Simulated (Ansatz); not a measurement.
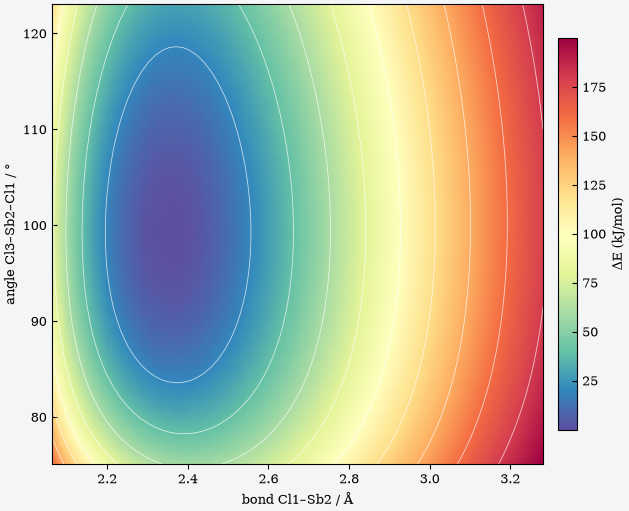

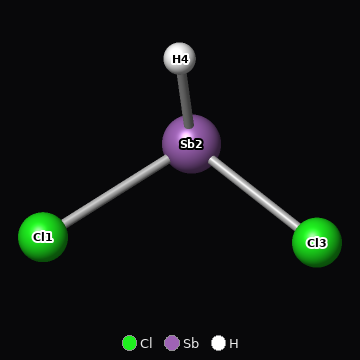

Energy landscape of Cl2HSb, SMILES [Cl][SbH][Cl]. Two internal coordinates are moved rigidly from the geometry relaxed at PBE0-D4/def2-TZVP, all others fixed. The first coordinate is: bond Cl1–Sb2; the second: angle Cl3–Sb2–Cl1. Grid: 7 × 7 points. All energies are given in kJ/mol relative to the lowest grid point. These are results of RKS r2SCAN-D4/def2-TZVPP in Ansatz 0.2.0, not measurements.

In the figure: a smooth colour map with a few white contour lines. Between grid points the surface is interpolated. The second picture is the structure at the lowest point.

> What does the map say about the system?

The lowest grid point is at bond Cl1–Sb2 = 2.354 Å, angle Cl3–Sb2–Cl1 = 99.1°. It is the only kind of minimum in the scanned range. The highest grid point, bond Cl1–Sb2 = 3.281 Å, angle Cl3–Sb2–Cl1 = 75.1°, lies 200 kJ/mol above the lowest. Round the minimum the two coordinates are nearly uncoupled.
